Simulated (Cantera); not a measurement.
Feed: 1 mol CO, 0.012 mol NH3, 0.25 mol N2, at 5.60 bar.

Equilibrium computed with Cantera from the NASA thermochemical tables; the gas is ideal and each condensed phase is pure. Candidate condensed phases: C, C6H6, C7H8, C8H18, H2O; 136 gas species. The numbers say what is thermodynamically allowed, not how fast it happens.

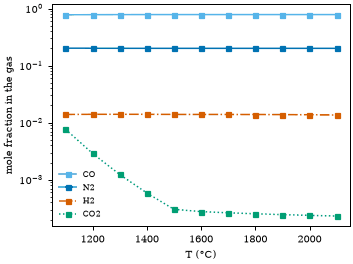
Fig. 1. Equilibrium gas composition (values under 1e-9 drawn at 1e-9)

From 1100 °C to 1400 °C the condensed part is C(graphite). From 1500 °C to 2100 °C nothing is condensed. The main C-bearing gas is CO throughout.
